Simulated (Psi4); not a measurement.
# CH5OSi (SMILES CO[SiH2]): UM06-2X/6-311+G(d,p)

Aim: the vertical doublet–quartet gap of CH5OSi at UM06-2X/6-311+G**, from 2 runs. 

The results are computed with Psi4 1.11.

3 further runs of the same task are left out: 3 set aside as unsound or not needed.

**1. The molecule**

The species is CH5OSi (8 atoms), meant as a doublet with charge 0. As SMILES, `CO[SiH2]`. Geometry: relaxed at PBE0-D4/def2-TZVP. This is one conformer, not always the lowest.

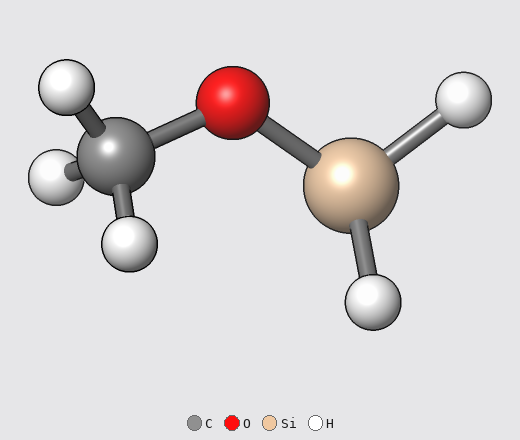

Viewed from a chosen angle; carbon grey, oxygen red, silicon light orange, hydrogen white.

**2. Energy and forces at UM06-2X/6-311+G(d,p)**

ch5osi.xyz reads:

```xyz
8
CH5OSi
C     -0.271800     1.080800     0.340700
O     -0.195600     0.114500    -0.681700
Si    -0.003400    -1.496100    -0.407900
H     -0.113000     2.063100    -0.106900
H      0.493600     0.918800     1.108600
H     -1.256300     1.070300     0.819300
H      0.350800    -2.094700    -1.723600
H      1.087900    -1.713800     0.595800
```

run.py reads:

```python
import psi4

psi4.set_memory(1600000000)
psi4.set_num_threads(1)
psi4.core.set_output_file('output.dat', False)

with open('ch5osi.xyz') as f:
    atoms = ''.join(f.readlines()[2:])
m = psi4.geometry('0 2\n' + atoms + 'symmetry c1\nno_reorient\nno_com')

options = {'basis': '6-311+G**', 'reference': 'uks', 'puream': True, 'e_convergence': 1e-09, 'd_convergence': 1e-08, 'scf_type': 'pk', 'dft_radial_points': 99, 'dft_spherical_points': 590, 'maxiter': 200}
psi4.set_options(options)

result, w = psi4.gradient("m06-2x", molecule=m, return_wfn=True)
psi4.oeprop(w, "MULLIKEN_CHARGES", "LOWDIN_CHARGES", "MAYER_INDICES", title="M06-2X")
print('gradient / Eh bohr^-1')
print(result.np.round(6))
print(f'energy = {w.energy():.10f} Eh')
```

Command:

```bash
python run.py
```

output.dat:

```text
[...]
  Running in c1 symmetry.
[...]
  Nuclear repulsion =  109.472985545356423
[...]
  Multiplicity = 2
[...]
  Nalpha       = 17
  Nbeta        = 16
[...]
    Number of basis functions: 104
[...]
   @UKS iter   1:  -405.60360778658259   -4.40156e-01   5.97254e-03 ADIIS/DIIS
[...]
   @UKS iter  12:  -405.75998817775320   -2.08615e-11   7.67909e-09 DIIS
[...]
   @S^2 Observed:                7.524313010E-01
[...]
    Orbital Energies [Eh]
    ---------------------
    Alpha Occupied:
       1A    -67.020083     2A    -19.629601     3A    -10.591539
       4A     -5.566729     5A     -3.882464     6A     -3.877635
       7A     -3.876075     8A     -1.148781     9A     -0.789857
      10A     -0.622530    11A     -0.539542    12A     -0.533419
      13A     -0.510886    14A     -0.417018    15A     -0.398548
      16A     -0.378979    17A     -0.248742
    Alpha Virtual:
      18A      0.014684    19A      0.022989    20A      0.035715
      21A      0.045077    22A      0.049313    23A      0.066916
      24A      0.072222    25A      0.089147    26A      0.109880
[...]
  @UKS Final Energy:  -405.75998817775320
   => Energetics <=
    Nuclear Repulsion Energy =            109.4729855453564227
    One-Electron Energy =                -776.4202187935229631
    Two-Electron Energy =                 278.7395051406808761
    DFT Exchange-Correlation Energy =     -17.5522600702675717
    Empirical Dispersion Energy =           0.0000000000000000
    VV10 Nonlocal Energy =                  0.0000000000000000
    Total Energy =                       -405.7599881777532005
[...]
 Multipole Moments:
 ------------------------------------------------------------------------------------
     Multipole            Electronic (a.u.)      Nuclear  (a.u.)        Total (a.u.)
 ------------------------------------------------------------------------------------
 L = 1.  Multiply by 2.5417464519 to convert [e a0] to [Debye]
 Dipole X            :          5.0341070           -5.0648440           -0.0307370
 Dipole Y            :         25.2690277          -25.1350582            0.1339695
 Dipole Z            :         16.4220909          -15.9243441            0.4977468
 Magnitude           :                                                    0.5163763
[...]
  -Total Gradient:
     Atom            X                  Y                   Z
    ------   -----------------  -----------------  -----------------
       1        0.000571090187    -0.004058647826    -0.002227130385
       2        0.000071426816    -0.006065056444     0.002052548987
       3       -0.003169914964     0.010284459832     0.000860336266
       4        0.000143462580     0.000854566434    -0.000275402003
       5       -0.000086602350     0.000346531647     0.000464366376
       6       -0.000173375302     0.000358387807     0.000298751099
       7        0.000700237976    -0.000781720401    -0.003133270125
       8        0.001885781985    -0.000899397997     0.001926189417
[...]
  Mulliken Charges: (a.u.)
   Center  Symbol    Alpha    Beta     Spin     Total
       1     C     3.17035  3.18637 -0.01603 -0.35672
       2     O     4.17445  4.18323 -0.00878 -0.35767
       3    SI     7.23895  6.28598  0.95297  0.47507
       4     H     0.41616  0.41648 -0.00032  0.16736
       5     H     0.42695  0.42611  0.00084  0.14695
       6     H     0.42241  0.41642  0.00599  0.16117
       7     H     0.56505  0.53824  0.02681 -0.10328
       8     H     0.58570  0.54718  0.03852 -0.13287
   Total alpha = 17.00000, Total beta = 16.00000, Total charge = -0.00000
[...]
```

Standard output:

```text
gradient / Eh bohr^-1
[[ 5.7100e-04 -4.0590e-03 -2.2270e-03]
 [ 7.1000e-05 -6.0650e-03  2.0530e-03]
 [-3.1700e-03  1.0284e-02  8.6000e-04]
 [ 1.4300e-04  8.5500e-04 -2.7500e-04]
 [-8.7000e-05  3.4700e-04  4.6400e-04]
 [-1.7300e-04  3.5800e-04  2.9900e-04]
 [ 7.0000e-04 -7.8200e-04 -3.1330e-03]
 [ 1.8860e-03 -8.9900e-04  1.9260e-03]]
energy = -405.7599881778 Eh
```

It took 1.8 min on 1 thread of Intel Xeon Platinum 8375C at 2.90GHz (Ice Lake), shared host; peak memory 0.71 GiB.

**3. The quartet, same level**

ch5osi.xyz is that of step 2.

ch5osi.py reads:

```python
import psi4

psi4.set_memory(1600000000)
psi4.set_num_threads(1)
psi4.core.set_output_file('output.dat', False)

with open('ch5osi.xyz') as f:
    atoms = ''.join(f.readlines()[2:])
molecule = psi4.geometry('0 4\n' + atoms + 'symmetry c1\nno_reorient\nno_com')

options = {'reference': 'uks', 'puream': True, 'e_convergence': 1e-09, 'd_convergence': 1e-08, 'scf_type': 'pk', 'dft_radial_points': 99, 'dft_spherical_points': 590, 'maxiter': 200}
psi4.set_options(options)

e, wfn = psi4.gradient('m06-2x/6-311+G**', molecule=molecule, return_wfn=True)
psi4.oeprop(wfn, 'MULLIKEN_CHARGES', 'DIPOLE', 'WIBERG_LOWDIN_INDICES')
print('gradient / Eh bohr^-1')
print(e.np.round(6))
print(f'energy = {wfn.energy():.10f} Eh')
```

Command:

```bash
python ch5osi.py
```

output.dat, cut to the lines that bear on the results:

```text
[...]
  Running in c1 symmetry.
[...]
  Nuclear repulsion =  109.472985545356423
[...]
  Multiplicity = 4
[...]
  Nalpha       = 18
  Nbeta        = 15
[...]
    Number of basis functions: 104
[...]
   @UKS iter   1:  -405.18107163226182   -1.76202e-02   7.38231e-03 DIIS/ADIIS
[...]
   @UKS iter  28:  -405.49094898029443   -1.23919e-11   6.73304e-09 DIIS
[...]
   @S^2 Observed:                3.757558546E+00
[...]
  @UKS Final Energy:  -405.49094898029443
   => Energetics <=
    Nuclear Repulsion Energy =            109.4729855453564227
    One-Electron Energy =                -774.5112256935822188
    Two-Electron Energy =                 277.0308119258381225
    DFT Exchange-Correlation Energy =     -17.4835207579067955
    Empirical Dispersion Energy =           0.0000000000000000
    VV10 Nonlocal Energy =                  0.0000000000000000
    Total Energy =                       -405.4909489802944336
[...]
  -Total Gradient:
     Atom            X                  Y                   Z
    ------   -----------------  -----------------  -----------------
       1        0.009014032165    -0.034867775518     0.010730260133
       2       -0.012767967005    -0.099779879087     0.002178918207
       3        0.002502988584     0.124269001443    -0.014194327987
       4       -0.000207185653     0.003519214760     0.003104792522
       5        0.000111869369     0.010946345629    -0.000719669947
       6        0.003572552130     0.009404058834    -0.004528506203
       7        0.002625548594    -0.004999365111    -0.001249241040
       8       -0.004952898277    -0.008373990561     0.004653216845
[...]
 Multipole Moments:
 ------------------------------------------------------------------------------------
     Multipole            Electronic (a.u.)      Nuclear  (a.u.)        Total (a.u.)
[...]
  Mulliken Charges: (a.u.)
   Center  Symbol    Alpha    Beta     Spin     Total
       1     C     3.42869  3.16978  0.25891 -0.59848
       2     O     4.01644  3.63479  0.38166  0.34877
       3    SI     8.22332  6.15350  2.06982 -0.37682
       4     H     0.39156  0.39864 -0.00709  0.20980
       5     H     0.42236  0.34163  0.08073  0.23601
       6     H     0.40735  0.34912  0.05823  0.24353
       7     H     0.53507  0.50157  0.03350 -0.03664
       8     H     0.57520  0.45098  0.12422 -0.02618
   Total alpha = 18.00000, Total beta = 15.00000, Total charge = -0.00000
[...]
```

On the terminal:

```text
gradient / Eh bohr^-1
[[ 9.01400e-03 -3.48680e-02  1.07300e-02]
 [-1.27680e-02 -9.97800e-02  2.17900e-03]
 [ 2.50300e-03  1.24269e-01 -1.41940e-02]
 [-2.07000e-04  3.51900e-03  3.10500e-03]
 [ 1.12000e-04  1.09460e-02 -7.20000e-04]
 [ 3.57300e-03  9.40400e-03 -4.52900e-03]
 [ 2.62600e-03 -4.99900e-03 -1.24900e-03]
 [-4.95300e-03 -8.37400e-03  4.65300e-03]]
energy = -405.4909489803 Eh
```

It took 4.1 min on 1 thread of Intel Xeon Platinum 8375C at 2.90GHz (Ice Lake), shared host; peak memory 0.71 GiB.

**4. Outcome**

At UM06-2X/6-311+G**:

| quantity | value |
| --- | --- |
| doublet: total energy | -405.75999 Eh |
| doublet: dipole moment | 1.31 D |
| doublet: HOMO energy (highest over α and β) | -6.77 eV |
| doublet: LUMO energy (lowest over α and β) | -1.89 eV |
| doublet: ⟨S²⟩ | 0.752 |
| doublet: largest force on an atom | 0.555 eV/Å |
| quartet: total energy | -405.49095 Eh |
| quartet: dipole moment | 3.90 D |
| quartet: HOMO energy (highest over α and β) | -2.88 eV |
| quartet: ⟨S²⟩ | 3.758 |
| quartet: largest force on an atom | 6.433 eV/Å |
| vertical energy of the quartet above the doublet | 7.321 eV |

In words: At this shape the quartet lies 7.32 eV (169 kcal/mol) above the doublet. The largest force (doublet) is 0.56 eV/Å: the shape isn't a stationary point for this species at this level. Mulliken charges (doublet) run from -0.36 on O2 to +0.48 on Si3; in a basis this large or diffuse they mean little.
